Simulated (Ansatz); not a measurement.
## SiH2O (oxosilane): methods side by side

SiH2O: 4 atoms, total charge 0, spin state singlet. SMILES: `O=[SiH2]`. The coordinates come from a PBE0-D4/def2-TZVP relaxation.

```xyz
4

O    -0.2832    0.4135    1.4695
Si   -0.0067    0.0098    0.0349
H     0.4399   -1.3460   -0.3762
H    -0.1500    0.9227   -1.1283
```

Each level gives the energy change with the O1–Si2 bond stretched from 1.516 to 3.789 Å (eV). The values are calculated.

```json
{"level": "HF/STO-3G (restricted)", "kind": "Hartree–Fock", "program": "Ansatz", "value (eV)": "5.29", "less FCI/STO-3G": "+0.60"}
{"level": "BCCD(T)/STO-3G (restricted)", "kind": "coupled cluster or CI", "program": "Ansatz", "value (eV)": "6.57", "less FCI/STO-3G": "+1.88"}
{"level": "CCSD(T)/STO-3G (restricted)", "kind": "coupled cluster or CI", "program": "Ansatz", "value (eV)": "6.58", "less FCI/STO-3G": "+1.89"}
{"level": "CCSD/STO-3G (restricted)", "kind": "coupled cluster or CI", "program": "Ansatz", "value (eV)": "6.41", "less FCI/STO-3G": "+1.72"}
{"level": "FCI/STO-3G", "kind": "exact in the basis", "program": "Ansatz", "value (eV)": "4.69", "less FCI/STO-3G": "0.00"}
```

FCI/STO-3G is exact within its basis and frozen core, so for wave-function methods in that basis the difference is their error. A spin-restricted reference rises too steeply as a bond breaks; here HF/STO-3G, BCCD(T)/STO-3G, CCSD(T)/STO-3G, CCSD/STO-3G lie well above the multireference or unrestricted value. The first shape isn't each level's own minimum. The values span 4.69 to 6.58 eV. All rows use very small basis sets, so none should be taken for the real molecule's value.

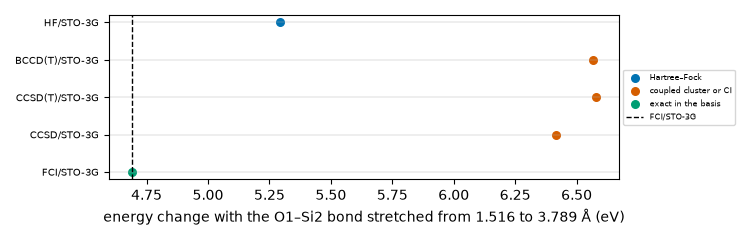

The values of the table, level by level.
